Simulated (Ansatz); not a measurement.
# C₂H₄BFO₂: a ladder of functionals and wavefunction methods

Aim: compute C₂H₄BFO₂ with functionals from several rungs and with coupled cluster. The yardstick is the atomisation energy at the CCSD(T) limit.

Program: Ansatz 0.2.0, Gaussian basis. Level of theory: functionals in def2-TZVPP, the program's frozen cores in correlated methods. These are calculated values, not measurements.

Levels to be run: PBE-D4, r2SCAN-D4, PBE0-D4, B3LYP-D4, ωB97X-V, ωB97M-V, B2PLYP; CCSD(T)/def2-TZVPP; MP2/def2-QZVPP; extrapolation to the limit.

## 1. The relaxed structure

All runs share one geometry, relaxed beforehand with PBE0-D4 in a triple-zeta def2 set.

10 atoms, charge 0, spin multiplicity 1.

Atoms are counted from 1 here; the program's logs count them from 0.

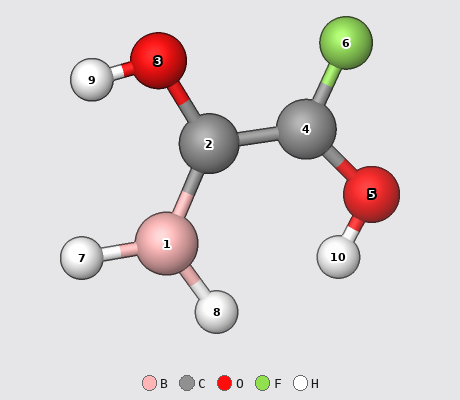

The geometry (boron pink, carbon grey, oxygen red, fluorine green, hydrogen white); atoms are numbered from 1 in the order of the file.

## 2. PBE-D4 (GGA)

in.yaml

```yaml
crystal:
  periodic: [false, false, false]
  atoms:
    - {symbol: B, position_ang: [0.980485, -0.484435, -0.709013]}
    - {symbol: C, position_ang: [0.184341, -0.005223, 0.457801]}
    - {symbol: O, position_ang: [0.620173, 0.020249, 1.764376]}
    - {symbol: C, position_ang: [-1.088281, 0.456983, 0.268096]}
    - {symbol: O, position_ang: [-1.754609, 0.546639, -0.859936]}
    - {symbol: F, position_ang: [-1.814143, 0.883932, 1.263629]}
    - {symbol: H, position_ang: [2.096554, -0.893829, -0.568962]}
    - {symbol: H, position_ang: [0.516812, -0.470514, -1.820009]}
    - {symbol: H, position_ang: [1.516073, -0.323771, 1.771881]}
    - {symbol: H, position_ang: [-1.174407, 0.218768, -1.564860]}
basis:
  gaussian: {orbitals: def2-TZVPP}
hamiltonian: {xc: pbe, dispersion: d4}
output: {forces: true, orbitals: {seedname: orbitals}}
```

Run with:

```
ansatz run in.yaml --threads 4 --pin off --events-out ev --progress --plain --max-ram 10444MiB
```

The runs that follow: r2SCAN-D4 (meta-GGA); PBE0-D4 (hybrid); B3LYP-D4 (hybrid); ωB97X-V (range-separated); ωB97M-V (range-separated); B2PLYP (double hybrid); CCSD(T) in def2-TZVPP; MP2 in def2-QZVPP.

Q: Predict the results of all the runs planned. Wanted: atomisation energy, CCSD(T)/CBS; farthest; mean size of error, hybrid; mean size of error, range-separated; gap, smallest and largest; T1 diagnostic; triples share of the correlation energy.

**Answer**, as computed:

```
                               quantity                                value
        atomisation energy, CCSD(T)/CBS                        4008.8 kJ/mol
 functionals within 20.0 kJ/mol (0.5 %)                    B3LYP-D4, ωB97X-V
                               farthest               PBE-D4 (+193.3 kJ/mol)
             mean size of error, hybrid                          35.5 kJ/mol
    mean size of error, range-separated                          27.6 kJ/mol
              gap, smallest and largest  2.67 eV (PBE-D4), 8.99 eV (ωB97X-V)
                          T1 diagnostic                               0.0144
triples share of the correlation energy                                3.9 %
```

PBE-D4 misses by +193.3 kJ/mol. Double hybrids carry the basis error of their MP2 part in triple zeta, and no dispersion term here, so their miss is partly the set-up's. The reference freezes the cores and leaves out relativity and excitations past (T), so misses under about 20.0 kJ/mol can't be ranked. Hartree-Fock recovers 69 % of the binding; the rest is correlation. The gap grows from 2.7 to 9.0 eV across the functionals, mostly with the share of exact exchange.
